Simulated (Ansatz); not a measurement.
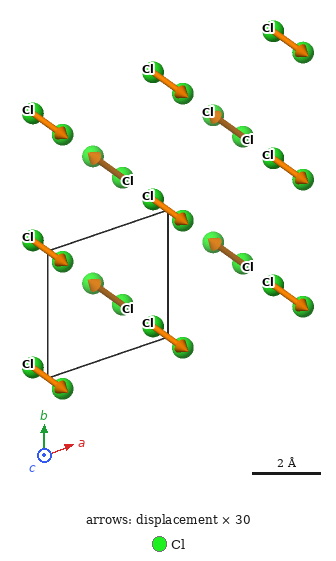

This is a relaxation of a crystal of Cl (set up in Cmce). The starting structure is drawn; orange arrows show the displacements (the part carried along by the change of the cell is left out), magnified 30 times.

A ball-and-stick model of the cell of the calculation, repeated 2 × 2 × 1 with one cell outlined, seen along the c axis.

Phase: solid Cl2 (Cmce).

Level of theory: Ansatz 0.2.0, DFT, PBE, plane waves (420 eV) with PAW, scalar-relativistic. Set-up: plane-wave cutoff 420 eV; k-point mesh 5 × 5 × 2; occupations fermi dirac; smearing width 0.05 eV; no spin polarisation; cell and atoms relaxed; force threshold 0.01 eV/Å; at most 60 steps.

What did the optimiser do to the structure, and how much energy did it gain?

Answer. The largest moves relative to the cell, 0.054 Å, are those of Cl atoms. Cell: a = b 3.778 → 4.487 Å (+18.8 %), c 8.154 → 8.341 Å (+2.3 %), γ 71.1° → 57.2°. Volume +28.2 %. Some distances before and after: Cl–Cl 1.994 → 2.026 Å. The space group stays Cmce (No. 64). Over 10 accepted moves (12 points after the start) the energy falls by 30.9 meV per atom. The largest force component goes from 0.41 to 0.0063 eV/Å. The pressure goes from 1.90 to 0.00 GPa. At 2 points the geometry stayed and the basis and grid were re-selected for the new cell (energy shift of 1.9 meV per atom at most each time). The run took 40 s on 1 thread of Intel(R) Xeon(R) Platinum 8259CL CPU @ 2.50GHz (Skylake/Cascade Lake), with other jobs on the host, peak memory 0.55 GiB.
